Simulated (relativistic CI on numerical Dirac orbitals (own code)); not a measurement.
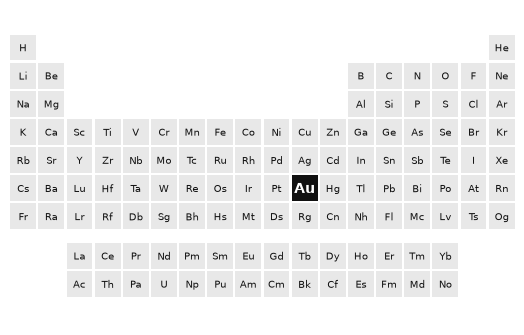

Fig. 1: The place of gold in the periodic table.

**Relativistic CI calculation for Au⁸⁺**

- system: Au⁸⁺.
- method: Dirac-Coulomb-Breit CI, KLI orbitals optimised for each configuration, model QED (radiative potential, 1s self-energy scaled to tabulated hydrogen-like ionisation energies), numerical settings as typed (relativistic CI on numerical Dirac orbitals, in-house)

## Input file
```
atom Au  Z=79  charge=8  electrons=71
nucleus A=197  rms_radius_fm=5.4371
hamiltonian dirac-coulomb  breit=on  qed=on  c_scale=1
orbitals kli  potential=per-configuration
slater_scale 1
correlation none
mixing on
grid step=0.0125 r_max=28.8
scf mixing=0.4 start=green max_iterations=4 tolerance=2e-08 node_fill=0.05
configurations
  [Xe] 4f14 5d3
  [Xe] 4f14 5d2 6s
end
```

Hardware: 1 CPU thread, shared host.

Launched within a batch (the task file carries these settings):
```bash
python <driver script> task.json out
```

The program writes its results to a structured record and prints no log; tables and figures of this report are taken from that record.

## Outcome

- outcome: not converged

## What went wrong

The input is odd on purpose: iterations. The run did not meet its convergence test, so its last values are not results. Limits: SCF of 1s2 2s2 2p6 3s2 3p6 3d10 4s2 4p6 4d10 4f14 5s2 5p6 5d3 did not converge.
